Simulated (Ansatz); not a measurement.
# C2H7InN radical: one species, many methods

Aim: compute C2H7InN radical with functionals from several rungs and with coupled cluster. The yardstick is the atomisation energy at the CCSD(T) limit.

Method: functionals in def2-TZVPP, the program's frozen cores in correlated methods; program: Ansatz 0.2.0, Gaussian basis.

The runs, in order: LDA (SPW92), PBE-D4, revPBE-D4, BLYP-D4, r2SCAN-D4, B97M-V, PBE0-D4, B3LYP-D4, r2SCANh-D4, r2SCAN0-D4, HSE06-D4, BHLYP-D4, CAM-B3LYP-D4, LC-ωPBE, ωB97X-V, ωB97M-V, B2PLYP, PBE-QIDH; CCSD(T)/def2-SVP; CCSD(T)/def2-TZVPP; MP2/def2-QZVPP; extrapolation to the limit; RPA on PBE.

## 1. Structure used throughout

The geometry comes from an earlier relaxation with PBE0-D4 in a triple-zeta def2 set; it is a stationary point, not always the lowest conformer. In takes the def2 core potential; no spin-orbit term is included.

SMILES `[CH2][N](C)[InH2]`, 11 atoms, charge 0, spin multiplicity 2.

Atoms are counted from 1 here; the program's logs count them from 0.

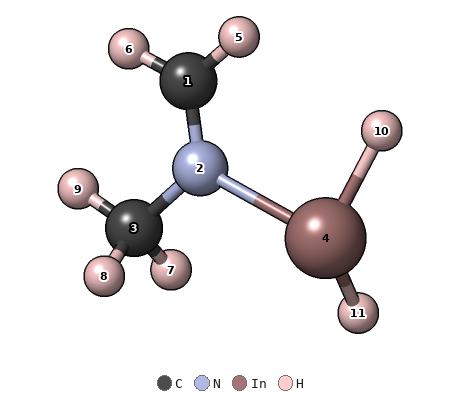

The geometry (carbon dark grey, nitrogen light blue, indium brown, hydrogen pink); atoms are numbered from 1 in the order of the file.

## 2. LDA

This LDA is Slater exchange with PW92 correlation.

Contents of in.yaml:

```yaml
crystal:
  periodic: [false, false, false]
  atoms:
    - {symbol: C, position_ang: [-0.559628, 1.330107, 0.171593]}
    - {symbol: N, position_ang: [0.002780, 0.202686, 0.104183]}
    - {symbol: C, position_ang: [0.025935, -0.658639, 1.264049]}
    - {symbol: In, position_ang: [1.126125, -0.513548, -1.865163]}
    - {symbol: H, position_ang: [-0.577119, 1.964675, -0.711372]}
    - {symbol: H, position_ang: [-1.029174, 1.689848, 1.091393]}
    - {symbol: H, position_ang: [-0.437486, -1.611730, 1.001607]}
    - {symbol: H, position_ang: [1.063939, -0.866004, 1.531945]}
    - {symbol: H, position_ang: [-0.493280, -0.217278, 2.120492]}
    - {symbol: H, position_ang: [0.463099, 0.799418, -2.831547]}
    - {symbol: H, position_ang: [0.414799, -2.119523, -1.877189]}
basis:
  gaussian: {orbitals: def2-TZVPP}
magnetization: {spin_polarized: true, initial_magnetization: 1}
hamiltonian: {xc: lda}
output: {orbitals: {seedname: orbitals}}
```

Command:

```sh
ansatz run in.yaml --threads 2 --pin off --events-out ev --progress --plain --max-ram 32768MiB --backend cpu
```

The runs that follow: PBE-D4 (GGA); revPBE-D4 (GGA); BLYP-D4 (GGA); r2SCAN-D4 (meta-GGA); B97M-V (meta-GGA); B3LYP-D4 (hybrid); r2SCANh-D4 (hybrid); r2SCAN0-D4 (hybrid); HSE06-D4 (hybrid); BHLYP-D4 (hybrid); CAM-B3LYP-D4 (range-separated); LC-ωPBE (range-separated); ωB97X-V (range-separated); ωB97M-V (range-separated); B2PLYP (double hybrid); PBE-QIDH (double hybrid); CCSD(T) in def2-SVP; CCSD(T) in def2-TZVPP; MP2 in def2-QZVPP; RPA on PBE orbitals.

**Question.** What will the summary of the whole plan be? Wanted: atomisation energy, CCSD(T)/CBS; farthest beyond LDA; mean size of error, GGA; mean size of error, meta-GGA; mean size of error, hybrid; mean size of error, range-separated; mean size of error, double hybrid; gap, smallest and largest; T1 diagnostic.

As calculated:

| quantity | value |
| --- | --- |
| atomisation energy, CCSD(T)/CBS | 36.814 eV |
| functionals within 0.368 eV (1.0 %) | revPBE-D4, BLYP-D4, r2SCAN-D4, B97M-V, PBE0-D4, B3LYP-D4, r2SCANh-D4, HSE06-D4, CAM-B3LYP-D4, LC-ωPBE, ωB97X-V, ωB97M-V |
| farthest beyond LDA | BHLYP-D4 (-0.938 eV) |
| mean size of error, GGA | 0.311 eV |
| mean size of error, meta-GGA | 0.099 eV |
| mean size of error, hybrid | 0.303 eV |
| mean size of error, range-separated | 0.159 eV |
| mean size of error, double hybrid | 0.415 eV |
| gap, smallest and largest | 0.67 eV (LDA (SPW92)), 7.19 eV (LC-ωPBE) |
| T1 diagnostic | 0.0181 |
| triples share of the correlation energy | 3.6 % |

The LDA atomisation energy is off by 5.416 eV (15 %): it overbinds. PBE-D4 is off by +0.705 eV. Double hybrids carry the basis error of their MP2 part in triple zeta, and no dispersion term here, so their miss is partly the set-up's. The rungs meta-GGA, range-separated, hybrid, GGA miss on average by less than the doubt on the reference (0.368 eV), so they tie. The reference freezes the cores and leaves out spin-orbit coupling and excitations past (T), and its outer-core shells are covered unevenly, so misses under about 0.368 eV can't be ranked. All levels share the lack of spin-orbit coupling, which lowers the free heavy atoms and so the true binding. Hartree-Fock recovers 71 % of the binding; the rest is correlation. CCSD(T) in def2-SVP is off by -1.755 eV, more than most functionals: a good method in a small basis is no reference. Orbital gaps span 0.7 to 7.2 eV; exact exchange widens them. Correlated methods include outer-core shells of In, which these sets cover unevenly.
